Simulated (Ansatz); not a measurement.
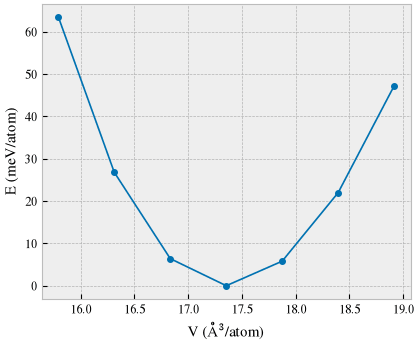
Figure. ZrCu in space group Cm (No. 8; Pearson symbol mS16) under volume change, r²SCAN (plane waves, PAW; program Ansatz), shape and atoms relaxed at each volume.

What does a third-order Birch–Murnaghan fit give for V₀, B₀ and B′?

V₀ = 17.35 Å³/atom, B₀ = 124 GPa, B′ = 3.9.

The workflow started from a Materials Project entry (that database holds measured and hypothetical structures alike); the Crystallography Open Database copy checked does not list it. Whether it is the stable phase at ambient conditions was not checked. The r²SCAN relaxation kept the symmetry of its start; whether a distortion lowers the energy is not shown. The run is not spin-polarised.

Potentials: the later of the program's two PAW sets.
